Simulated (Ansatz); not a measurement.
System: GeH4Mg.

```json
{"atom": "Mg", "x (Å)": "-1.3105", "y (Å)": "2.9342", "z (Å)": "-1.1975"}
{"atom": "Ge", "x (Å)": "0.2322", "y (Å)": "-0.5199", "z (Å)": "0.2122"}
{"atom": "H", "x (Å)": "0.8201", "y (Å)": "-1.8344", "z (Å)": "0.7493"}
{"atom": "H", "x (Å)": "-1.0810", "y (Å)": "-0.8068", "z (Å)": "-0.5289"}
{"atom": "H", "x (Å)": "1.2282", "y (Å)": "0.1339", "z (Å)": "-0.7557"}
{"atom": "H", "x (Å)": "-0.0434", "y (Å)": "0.4378", "z (Å)": "1.3798"}
```

Geometry: PBE0-D4/def2-TZVP; at this geometry the atoms fall into two loosely joined parts.

These are results of RKS PBE0-D4/def2-TZVPP in Ansatz 0.2.0, not measurements.

Question: Predict the electron density and electron localisation function between the atoms.

Answer: Mg1···H4 (3.81 Å): the density falls to about 0.02 e/Å³ on the way; the ELF dips to about 0.05 between them (a weak contact between the two molecules).
Ge–H (1.53 Å): ρ at the midpoint is about 1.1 e/Å³; the ELF climbs to about 1 towards the hydrogen.

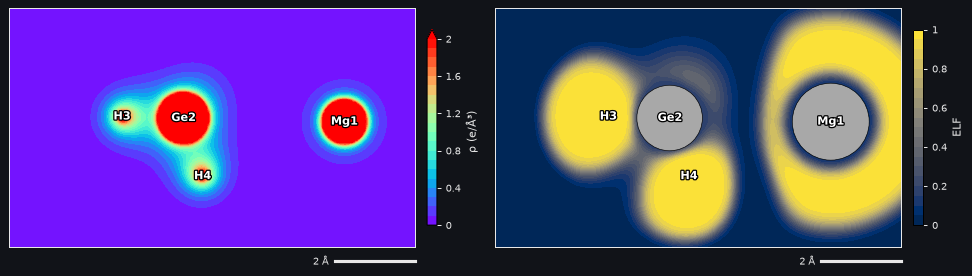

Computed electron density and electron localisation function on the plane of atoms H3, Ge2 and H4, in this order. Grey discs cover the atomic cores in the ELF map. 
